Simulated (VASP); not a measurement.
Here is the system:

```
CdS
1.0
    0.00000     2.94139     2.94139
    2.94139     0.00000     2.94139
    2.94139     2.94139     0.00000
Cd S
1 1
Direct
  0.00000   0.00000   0.00000
  0.25000   0.25000   0.25000
```

These are MS2 meta-GGA, VASP's PBE PAW potentials (set 64) (plane waves; VASP 6.6.1) values and carry that method's errors. Run with 520 eV cut-off, 9×9×9 Γ-centred mesh, tetrahedra with Blöchl corrections, potentials Cd S.

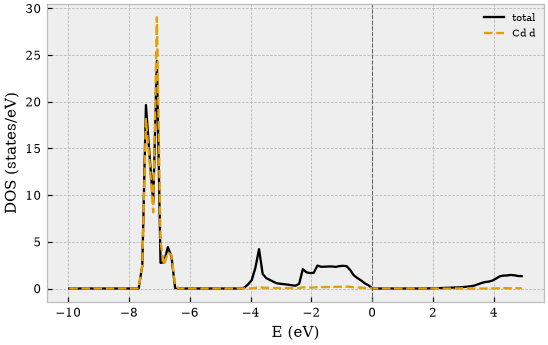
Total and projected density of states, zero at the valence-band maximum

Within 2 eV below the valence-band maximum the largest weight inside VASP's projection spheres is S p.

The gap is direct, 1.43 eV, from the valence maximum at Γ to the conduction minimum at Γ.

The compound is CdS in the zinc blende structure, a metastable form; wurtzite is the usual one. It was relaxed first.
